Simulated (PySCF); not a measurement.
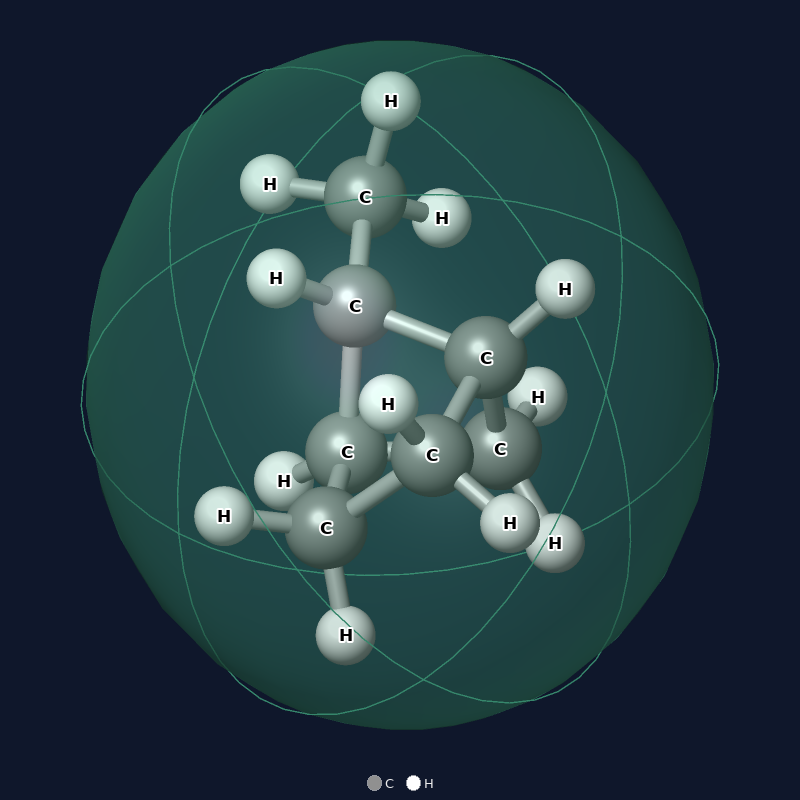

The ellipsoid shows the static dipole polarisability: its half-axes are proportional to the principal values. The geometry was computed by an optimisation with PBE0-D3(BJ)/def2-SVP. No frequency run is at hand to confirm it as a minimum. Method: B3LYP/def2-SVPD (PySCF 2.14.0).

### Give the principal values, the mean and the anisotropy.

Principal values 74.7, 75.0, 86.0 bohr³; mean 78.6 bohr³ (11.64 Å³); anisotropy 11.2 bohr³, so the longest axis is 1.15 times the shortest.
